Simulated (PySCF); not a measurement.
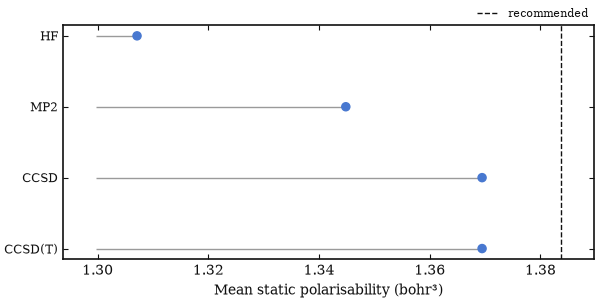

The mean static polarisability of neutral helium (1s²) across levels of theory. Finite fields; PySCF, dyall-av3z, spin-free X2C-1e, unrestricted single determinants, no spin-orbit coupling.

Q: Summarise the spread and list the values.

A: The values run from 1.3071 bohr³ (HF) to 1.3694 bohr³ (CCSD and CCSD(T)). The recommended value is 1.3838 bohr³; nearest to it come CCSD(T) (−0.0143) and CCSD (−0.0143), furthest HF (−0.0766 bohr³).

```json
{"Method": "HF", "Mean static polarisability (bohr³)": "1.3071"}
{"Method": "MP2", "Mean static polarisability (bohr³)": "1.3448"}
{"Method": "CCSD", "Mean static polarisability (bohr³)": "1.3694"}
{"Method": "CCSD(T)", "Mean static polarisability (bohr³)": "1.3694"}
```
